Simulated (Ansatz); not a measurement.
## WC (Fm-3m): phonons and vibrational spectra

The cell of WC (Fm-3m) is at rest. What are its phonons? After the zone centre comes a 4×4×4 q mesh on a 16×16×16 k mesh.

Calculated with Ansatz 0.2.0; DFT PBEsol, scalar-relativistic, plane waves, PAW; PAW set soft_1.

**1. Starting point**

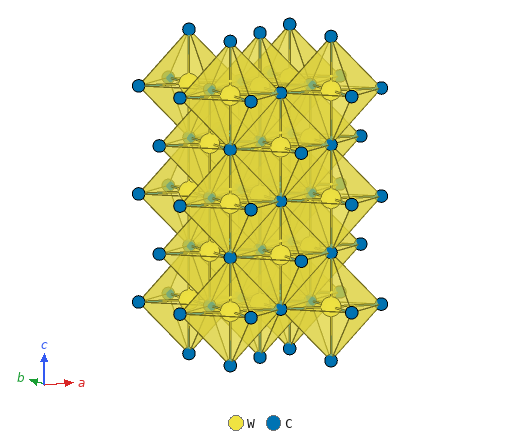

The starting structure, seen slightly off an axis (tungsten yellow, carbon blue). 1×1×2 cells are drawn. This picture shows the conventional cell, with its axes. Some periodic images of atoms are drawn too.

**2. Zone-centre response**

The cell comes from relaxations at this level that are not shown. The zone centre comes first: it holds the modes that light can see, as far as symmetry allows. No field response is asked, since the mesh shows no gap.

Contents of input.yaml:

```yaml
crystal:
  lattice:
    - [0.0, 2.1727831059, 2.1727831059]
    - [2.1727831059, 0.0, 2.1727831059]
    - [2.1727831059, 2.1727831059, 0.0]
  atoms:
    - { symbol: W, position: [0.0, 0.0, 0.0] }
    - { symbol: C, position: [0.5, 0.5, 0.5] }
kpoints:
  mp_grid: { grid: [16, 16, 16] }
hamiltonian:
  xc: pbesol
  pseudopotentials: { kind: paw, azcp: { folder: soft_1 }, xc_functional: pbe }
scf:
  occupations: { method: methfessel_paxton, width: 0.2 }
output:
  eigenvalues: true
phonons:
  method: dfpt
```

On the command line:

```console
$ ansatz run input.yaml --threads 4 --pin off --max-ram 10240MiB --backend cpu --events-out ev --progress --plain --runs-dir out
```

Numbers of over 12 decimals in the logs are rounded to 6 here.

The log of the run:

```text
Engine: ansatz 0.2.0, aarch64-unknown-linux-gnu
Pseudopotentials: kind: paw
Pseudopotential: W, paw, valence charge 14, recommended cutoff 420 eV (normal), soft_1/W.paw.azcp
Pseudopotential: C, paw, valence charge 4, recommended cutoff 420 eV (normal), soft_1/C.paw.azcp
Functional definition: PBEsol
  exchange = pbesol_x
  correlation = pbesol_c
Crystal: 2 atoms, lattice volume = 20.515 Å³
Basis set: ecut = 420 eV, 411 PW (Γ), exchange–correlation on 48×48×48 points (8 copies of the dense FFT grid, shifted against one another)
Bands: 13, of which v1, the nominal top of the filled ones, is band 9 counted from 1 (8 counted from 0)
Symmetry: 48 space group operations
k-points: 349 of 4096 (irreducible under 8 space group operations, time reversal used)
Non-local potential: W, projectors of the file, l = 0: 3, l = 1: 2, l = 2: 2, l = 3: 1
Non-local potential: C, projectors of the file, l = 0: 2, l = 1: 2, l = 2: 1
PAW form: soft (Blöchl's): semilocal exchange-correlation on the pseudo side does not see the compensation charge
PAW frozen core: W, regenerated for the run's functional, and the local potential with it (the file was generated under x = pbe(κ = 0.804, μ = 0.219515), c = pbe(β = 0.066725))
PAW frozen core: C, regenerated for the run's functional, and the local potential with it (the file was generated under x = pbe(κ = 0.804, μ = 0.219515), c = pbe(β = 0.066725))
PAW one-centre angular grid: W, 590 points (default); XC on 64 Gauss nodes
PAW one-centre angular grid: C, 110 points (default); XC on 64 Gauss nodes
Initial density: superposition of atomic densities (chi_scale 0.1, normalization cell, long waves kept (reshape's long-wave potential 0.00 eV rms))
Initial wavefunctions: pseudopotential atomic-orbital guess
Functional: x = pbesol(κ = 0.804, μ = 0.123457), c = pbesol(β = 0.046)
SCF iter   1: F=—  HF=-10505.337899 eV  |F-HF|=—  |Δ(HF+E_count)|=         —  Δρ=1.43e-1  dr2=5.84e0  ethr=3.10e-3  ⟨swp⟩=5.0  Hψ=49309  notcnv=0
automatic band count: the SCF goes on with 17 bands, as 13 were too few: the levels above may hold too much charge
preconditioner: auto → none  [metal: Δε(μ)=0.036 eV  Ē_g=15.431 eV  σ=0.200 eV  W_gap=0.15  n_scr=8 (ndim 8)  ℏωp=25.9 eV  f_vac=0.000  D(μ)=1.17/eV (n_scr^D=14)  sad-step TF]
SCF iter   2: F=—  HF=-10504.683487 eV  |F-HF|=—  |Δ(HF+E_count)|=   6.54e-1  S|Δr|=    0.00e0  Δρ=1.08e-1  dr2=3.31e0  ethr=3.10e-3  ⟨swp⟩=2.0  Hψ=10085  notcnv=0  defer=770
SCF iter   3: F=—  HF=-10503.884439 eV  |F-HF|=—  |Δ(HF+E_count)|=   7.99e-1  S|Δr|=    0.00e0  Δρ=2.57e-2  dr2=1.83e-1  ethr=3.10e-3  ⟨swp⟩=2.2  Hψ=8801  notcnv=0  defer=770
SCF iter   4: F=—  HF=-10503.841055 eV  |F-HF|=—  |Δ(HF+E_count)|=   4.34e-2  S|Δr|=    0.00e0  Δρ=9.20e-4  dr2=1.28e-4  ethr=1.02e-3  ⟨swp⟩=1.5  Hψ=8867  notcnv=0  defer=754
SCF iter   5: F=—  HF=-10503.841106 eV  |F-HF|=—  |Δ(HF+E_count)|=   5.12e-5  S|Δr|=    0.00e0  Δρ=1.21e-4  dr2=6.74e-7  ethr=7.10e-7  ⟨swp⟩=2.1  Hψ=7173  notcnv=0  defer=754
SCF iter   6: F=—  HF=-10503.841107 eV  |F-HF|=—  |Δ(HF+E_count)|=   9.46e-7  S|Δr|=    0.00e0  Δρ=1.45e-5  dr2=2.46e-8  ethr=3.74e-9  ⟨swp⟩=2.4  Hψ=8108  notcnv=0  defer=754
SCF iter   7: F=—  HF=-10503.841107 eV  |F-HF|=—  |Δ(HF+E_count)|=   3.29e-9  S|Δr|=    0.00e0  Δρ=2.20e-6  dr2=1.19e-9  ethr=1.37e-10  ⟨swp⟩=2.5  Hψ=7530  notcnv=0  defer=754
SCF iter   8: F=—  HF=-10503.841107 eV  |F-HF|=—  |Δ(HF+E_count)|=  2.91e-10  S|Δr|=    0.00e0  Δρ=2.99e-7  dr2=1.51e-11  ethr=6.63e-12  ⟨swp⟩=2.7  Hψ=8001  notcnv=0  defer=754
SCF iter   9: F=-10503.841107 eV  HF=-10503.841107 eV  |F-HF|=1.82e-12  |Δ(HF+E_count)|=  1.82e-12  S|Δr|=    0.00e0  Δρ=4.21e-8  dr2=4.61e-13  ethr=1.00e-12  ⟨swp⟩=9.7  Hψ=25899  notcnv=0
SCF 1 converged in 9 iterations: F = -10503.841107 eV  dr2 = 4.61e-13
  greatest PAW one-centre occupation: 0.999 electrons in one spin orbital (limit 2), on the W atom at site 0 (counted from 0), in its partial waves of l = 0
DFPT response loops at Γ: preconditioner auto → Kerker (q_TF=auto, 2.669 Å⁻¹) (partly filled bands, converged f_vac=0.000); β = 1.00, the filter's whole step (`scf.mixing.beta` (0.50) is not read by the response loops under this deck's `scf.mixing.preconditioner`; to damp them name `kerker` or `kerker_dos`, under which they read `scf.mixing.beta`, and type it under 1.00, their step now; both keys bind the ground state too); Broyden in place of MSR1
SCF converged after 9 iterations
Stability not checked: this state was not tested for a lower state beside it, because cold or Methfessel-Paxton smearing, or corrected tetrahedra, fill the levels in a way that the test cannot read (fill_not_monotonic; see scf.lower_state_search)
Free energy (F): -10503.841107 eV
Harris-Foulkes:  -10503.841107 eV  (|F-HF|=1.82e-12)
Internal energy: -10503.841041 eV  (E = F + TS)
E sigma→0 (E₀):  -10503.841090 eV
Entropy (-TS):   -0.000066 eV (-0.033 meV/atom)
Fermi energy:    22.188170 eV
--- Per-component energies (eV) ---
  E_band       = -55.695450
  E_kinetic    = 510.913210
  E_local      = -579.003220  (includes V_loc(G=0)·N_el)
  E_nonlocal   = 0.420946
  E_hartree    = 237.085149
  E_xc         = -313.892802
  E_vxc        = -290.639504  (∫ρ·V_xc dr)
  E_paw        = -8546.978256  (= ΣΔE_a)
  E_vpaw       = -171.557354  (= ΣTr[D̂ρ^β])
  E_aug_tail   = 0.000159  (compensation charges beyond the density's cutoff)
  E_ewald      = -1812.629184
  E_core_change = 0.242958  (= ΣΔE_core)
  E_smearing   = -0.000066  (= −TS)
  E_closure    = -0.000000  (closes the sum)
  Σ components = -10503.841107   (vs F -10503.841107, Δ=0.00e0)
--- Band table (eV; the first three rows and the last of 349) ---
  k-point 0: bands = [... 5 lower, 19.2876, 19.2876, 19.2876, 21.0797, 21.0797, 21.0797, 21.1575, 21.1575, ... 4 higher]
  k-point 1: bands = [... 5 lower, 18.8773, 19.2007, 19.2007, 20.0976, 20.0976, 21.2630, 22.4496, 22.4496, ... 4 higher]
  k-point 2: bands = [... 5 lower, 17.9794, 18.4900, 18.4900, 20.0098, 20.0098, 21.5646, 23.9061, 23.9061, ... 4 higher]
  k-point 348: bands = [... 5 lower, 15.6827, 15.9616, 15.9616, 22.6645, 22.6645, 24.5577, 25.7686, 27.3383, ... 4 higher]
--- Phonons (Γ-DFPT): 2 representative perturbations + reference, on 349 of 4096 k-points (Σ response iterations 6) ---
  k mesh reduced under 8 symmetry operations, with k and −k counted as one. Each operation leaves every solved perturbation unchanged. A smaller set is not used because it would not reduce the number of displacements times k-points to solve
  ASR residual: 3.201e-5 → 0.000e0 eV/Å²; symmetrization residual: 6.521e-7 eV/Å²
  ASR residual per site (eV/Å²): 3.20e-5 1.03e-5
  Γ frequencies (cm⁻¹): 0.00 0.00 0.00 412.85 412.85 412.85
  non-analytic LO–TO correction: not included (Born effective charges unavailable; polar crystals: no LO–TO splitting at Γ)
```

Elapsed: 8.7 s, on 4 threads of Arm Neoverse V1, shared host; peak memory 0.58 GiB.

Numbers from this step:

| Quantity | Value |
| --- | --- |
| volume per atom | 10.26 Å³ |
| gap on the k-mesh | 0 eV |
| sum-rule residual before enforcement | 3.20e-5 eV/Å² |
| point group | m-3m |
| highest optical mode at the zone centre (no LO-TO term) | 412.9 cm⁻¹ |
| lowest optical zone-centre mode | 412.9 cm⁻¹ |

Patterns of degenerate modes are one choice out of their space. Modes at Γ, with each element's share of the kinetic energy:

```csv
mode,frequency (cm⁻¹),symmetry,W %,C %
1,0.0,acoustic,94,6
2,0.0,acoustic,94,6
3,0.0,acoustic,94,6
4,412.9,T1u,6,94
5,412.9,T1u,6,94
6,412.9,T1u,6,94
```

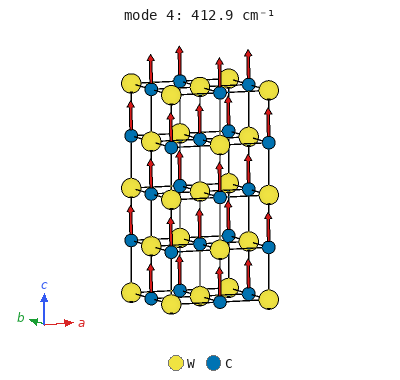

Displacement patterns of mode 4 at Γ; arrows are exaggerated. 1×1×2 conventional cells are drawn. Some periodic images of atoms are drawn too.

Before it was imposed, the acoustic sum rule was missed by 3.2e-5 eV/Å². Small misses are needed for a sound result but don't prove that mesh and cutoff are converged. The lowest optical mode is real, 413 cm⁻¹.

**3. Phonons on a q mesh**

Stability and thermal properties need the whole zone. Linear response on a 4×4×4 q mesh gives force constants as far as a supercell of that size would.

input.yaml, as its differences from that of step 2:

```diff
@@ -19 +19,8 @@
   method: dfpt
+  qmesh: [4, 4, 4]
+  temperatures: { t_max: 1000, t_step: 50 }
+  qpath:
+    path:
+      - [[0.0, 0.0, 0.0], [0.5, 0.0, 0.5], [0.625, 0.25, 0.625]]
+      - [[0.375, 0.375, 0.75], [0.0, 0.0, 0.0], [0.5, 0.5, 0.5], [0.5, 0.25, 0.75], [0.5, 0.0, 0.5]]
+    npoints: 10
```

The log of the run:

```text
[...]
Crystal: 2 atoms, lattice volume = 20.515 Å³
Basis set: ecut = 420 eV, 411 PW (Γ), exchange–correlation on 48×48×48 points (8 copies of the dense FFT grid, shifted against one another)
Bands: 13, of which v1, the nominal top of the filled ones, is band 9 counted from 1 (8 counted from 0)
Symmetry: 48 space group operations
k-points: 145 of 4096
[...]
SCF iter   1: F=—  HF=-10505.337926 eV  |F-HF|=—  |Δ(HF+E_count)|=         —  Δρ=1.43e-1  dr2=5.84e0  ethr=3.10e-3  ⟨swp⟩=5.0  Hψ=20444  notcnv=0
[...]
SCF iter   9: F=-10503.841107 eV  HF=-10503.841107 eV  |F-HF|=1.82e-12  |Δ(HF+E_count)|=  3.64e-12  S|Δr|=    0.00e0  Δρ=4.15e-8  dr2=4.48e-13  ethr=1.00e-12  ⟨swp⟩=9.6  Hψ=10772  notcnv=0
SCF 1 converged in 9 iterations: F = -10503.841107 eV  dr2 = 4.48e-13
[...]
iter 1 solved again at ethr=5.80e-9 eV; its pass at ethr=3.10e-3 eV (dr2=1.04e-6 eV) is discarded
SCF iter   1: F=—  HF=-10503.841107 eV  |F-HF|=—  |Δ(HF+E_count)|=         —  Δρ=1.26e-7  dr2=3.02e-12  ethr=5.80e-9  ⟨swp⟩=3.2  Hψ=15087  notcnv=0
eigensolver tolerance schedule: the retry pair's looser diagonalisation over-reported the residual by 345512.77 of it (diagonalisation noise at 1.83 of the residual, at the tolerance the schedule requests for it); recorded, not acted on — ethr = c·dr2/N_el stays at c = 1.0e-1
[...]
SCF iter   2: F=-10503.841107 eV  HF=-10503.841107 eV  |F-HF|=5.46e-12  |Δ(HF+E_count)|=  3.93e-10  S|Δr|=    0.00e0  Δρ=1.03e-7  dr2=2.61e-12  ethr=1.00e-12  ⟨swp⟩=5.1  Hψ=7049  notcnv=0
SCF 2 converged in 2 iterations: F = -10503.841107 eV  dr2 = 2.61e-12
phonons: the bands overlap, so this run is a metal and interpolates without the dipole-dipole term. If the crystal is really an insulator or semiconductor, its LO-TO splitting is missing
NSCF: frozen V_eff on 145 k-points
[...]
DFPT response loops at q = (0, 0, 0) (fractional): preconditioner auto → Kerker (q_TF=auto, 2.669 Å⁻¹) (partly filled bands, converged f_vac=0.000); β = 1.00, the filter's whole step (`scf.mixing.beta` (0.50) is not read by the response loops under this deck's `scf.mixing.preconditioner`; to damp them name `kerker` or `kerker_dos`, under which they read `scf.mixing.beta`, and type it under 1.00, their step now; both keys bind the ground state too); Broyden in place of MSR1
[...]
SCF converged after 9 iterations
[...]
Free energy (F): -10503.841107 eV
[...]
Internal energy: -10503.841041 eV  (E = F + TS)
E sigma→0 (E₀):  -10503.841090 eV
Entropy (-TS):   -0.000066 eV (-0.033 meV/atom)
Fermi energy:    22.188170 eV
[...]
--- Band table (eV; the first three rows and the last of 145) ---
  k-point 0: bands = [... 5 lower, 19.2876, 19.2876, 19.2876, 21.0797, 21.0797, 21.0797, 21.1575, 21.1575, ... 4 higher]
  k-point 1: bands = [... 5 lower, 18.8773, 19.2007, 19.2007, 20.0976, 20.0976, 21.2630, 22.4496, 22.4496, ... 4 higher]
  k-point 2: bands = [... 5 lower, 17.9794, 18.4900, 18.4900, 20.0098, 20.0098, 21.5646, 23.9061, 23.9061, ... 4 higher]
  k-point 144: bands = [... 5 lower, 15.6827, 15.9616, 15.9616, 22.6645, 22.6645, 24.5577, 25.7686, 27.3383, ... 4 higher]
--- Phonons (Γ-DFPT): 2 representative perturbations + reference (Σ response iterations 6) ---
  ASR residual: 3.212e-5 → 0.000e0 eV/Å²; symmetrization residual: 6.949e-7 eV/Å²
  ASR residual per site (eV/Å²): 3.21e-5 1.02e-5
  Γ frequencies (cm⁻¹): 0.00 0.00 0.00 412.85 412.85 412.85
--- Phonons (arbitrary-q DFPT): 8 irreducible q on the 4×4×4 mesh ---
  q = [0.0000, 0.0000, 0.0000] (star 1, of the zone-centre solve; hermiticity 1.97e-7, symmetrization 2.17e-13): -0.00 -0.00 0.00 412.85 412.85 412.85
  q = [0.0000, 0.0000, 0.2500] (star 8, 2 solved perturbations on 2176 of 4096 k-point pairs; hermiticity 1.85e-7, symmetrization 3.97e-14): 63.92 63.92 136.02 550.85 550.85 619.29
[...]
q = [0.0000, 0.2500, 0.2500] (star 6, 4 solved perturbations in 3616 linear systems a pass and spin channel, the states on 1160 of 4096 k-point pairs; hermiticity 3.87e-8, symmetrization 2.25e-14): 65.46 65.46 103.54 483.75 483.75 657.79
[...]
sum rule: each row above includes the acoustic sum rule's correction from the zone centre's row sums; it moved no ω² by more than (0.48 cm⁻¹)²
  mesh force constants: q→R imaginary residual 6.28e-18; ASR residual 3.212e-5 → 0.000e0 eV/Å²; symmetrization residual 6.217e-15 eV/Å²
  interpolated dispersion: 62 rows × 6 modes
  density of states and harmonic sums: on the 24×24×24 q-mesh, interpolated from the force constants of a 4×4×4 supercell (no non-analytic term)
  largest difference from the sums on the solved wave vectors: F 1.39e-2 eV, S 1.70e-5 and C_V 5.04e-6 eV/K
  zero-point energy: 0.120882 eV/cell   skipped modes (ω ≤ 0): 270, of them read as no rigid motion or as one in doubt: 267 (6.916e-1 modes/cell left out, lowest -156.04 cm⁻¹)   left out of the sums: 1.15e-1 of the cell's modes: C_V's classical limit lies that fraction below 3 k_B per atom; for a crystal, a wire or a layer, F and S can be off by more, and a phonons.interpolated_qmesh denser along its periods is the remedy for the sampling
```

The job ended after 4.2 min (4 threads; peak memory 3.2 GiB; 16 min of CPU time).

Numbers from this step:

```
sum-rule residual before enforcement                    : 3.21e-5 eV/Å²
lowest frequency on the path                            : -156.0 cm⁻¹
highest frequency on the path or at a solved wavevector : 693.3 cm⁻¹
lowest mode on the q mesh (acoustic modes at Γ apart)   : -156.0 cm⁻¹
```

Frequencies (cm⁻¹) solved at each irreducible wavevector; negative means imaginary. Frequencies by wavevector, by row:

```csv
q in reciprocal lattice units,star,mode 1,mode 2,mode 3,mode 4,mode 5,mode 6
0 0 0,1,0,0,0,412.9,412.9,412.9
0 0 0.25,8,63.9,63.9,136,550.9,550.9,619.3
0 0 -0.5,4,53.1,53.1,138.7,621.4,621.4,693.3
0 0.25 0.25,6,65.5,65.5,103.5,483.8,483.8,657.8
0 0.25 -0.5,24,-38.7,31.8,54.8,582.3,603.3,640.3
0 0.25 -0.25,12,59.8,72.8,130.4,506.9,644.2,676
0 -0.5 -0.5,3,-156,48.8,48.8,534.1,550.3,550.3
0.25 -0.5 -0.25,6,-95,-95,119.1,568.4,568.4,657
```

Interpolated from a 4×4×4 q mesh. The phonon branches at the labelled points (cm⁻¹):

```csv
point,branch 1,branch 2,branch 3,branch 4,branch 5,branch 6
Γ,0,0,0,413,413,413
X,-156,49,49,534,550,550
U,-81,-40,52,557,601,633
jump to K,-81,-40,52,557,601,633
Γ,0,0,0,413,413,413
L,53,53,139,621,621,693
W,-95,-95,119,568,568,657
X,-156,49,49,534,550,550
```

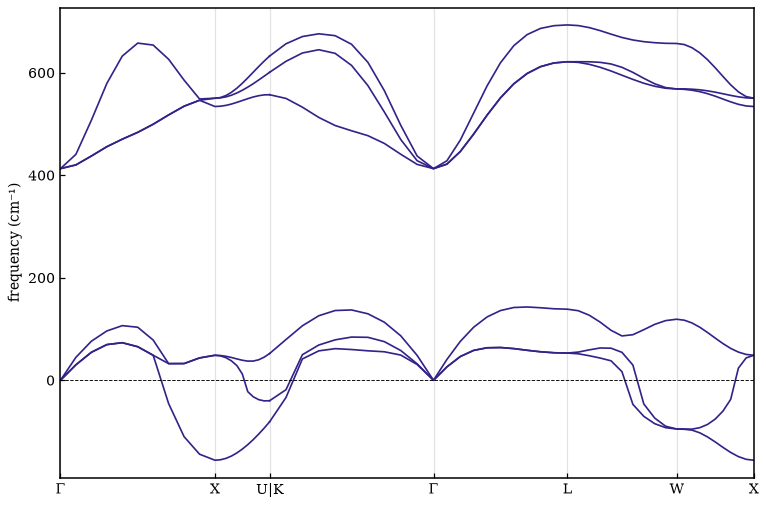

Phonon branches along the path.

The phonon density of states has structure finer than the step of the table below, so its rows give means over 50 cm⁻¹, whole bins alone (the curve runs from -155 to 695 cm⁻¹). Peaks (cm⁻¹: height): 65.0: 0.0482, 565.0: 0.0222, 675.0: 0.0197.

Tetrahedra on a 24×24×24 mesh, mean over bins of 10 cm-1. Interpolated from a 4×4×4 q mesh. Phonon density of states against wavenumber; means over each step:

```csv
wavenumber (cm⁻¹),phonon density of states (1/cm⁻¹/cell)
-100,0.00392
-50,0.00735
0,0.00431
50,0.0265
100,0.0137
150,0.00375
200,0
250,0
300,0
350,0
400,6.3e-5
450,0.00143
500,0.00619
550,0.0155
600,0.0171
650,0.0161
```

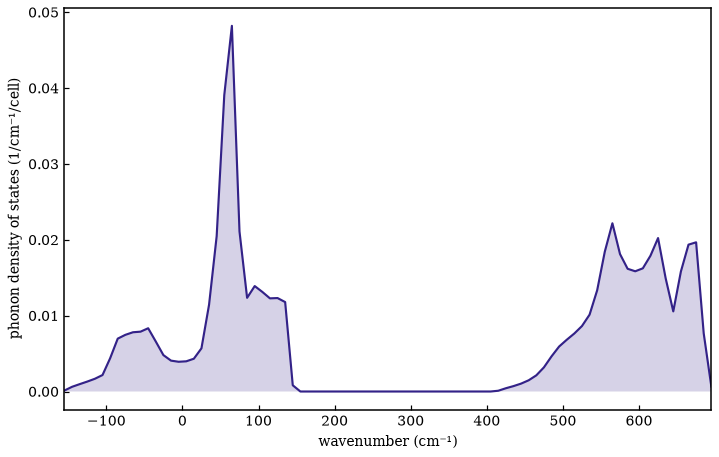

Phonon density of states, plotted against wavenumber.

(Continued in part 2 of 2.)

[Logs are printed without paths, hosts, clocks, repeated set-up lines and the standing remarks that a program may print on its own settings, such as how far it seeks lower states.]

[Hosts, paths, dates, database ids (printed as entryN), source tags and the programs' standing remarks are cut or masked in the printed files.]
